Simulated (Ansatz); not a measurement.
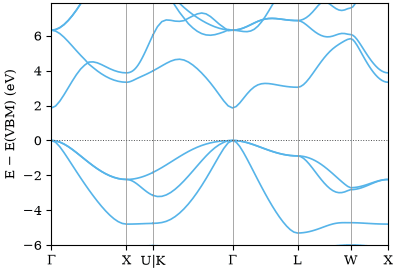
Band structure from r²SCAN (plane waves, PAW; program Ansatz)

Problem. Read off the gap and where the band edges lie.

Solution. About 1.9 eV (1.86 eV by a search for the band edges); maximum at Γ, minimum at Γ.

Problem. Which of these materials gives this?
A. ZnSe, zinc blende
B. InP, zinc blende
C. GaSb, zinc blende
D. BP, zinc blende

Solution. A, ZnSe, zinc blende

Space group F-43m (zinc blende). The cell was relaxed with r²SCAN under the symmetry of its start; phonons on a q-mesh show no instability. Spin–orbit coupling is left out wherever it is not named.

Potentials: the earlier of the program's two PAW sets.
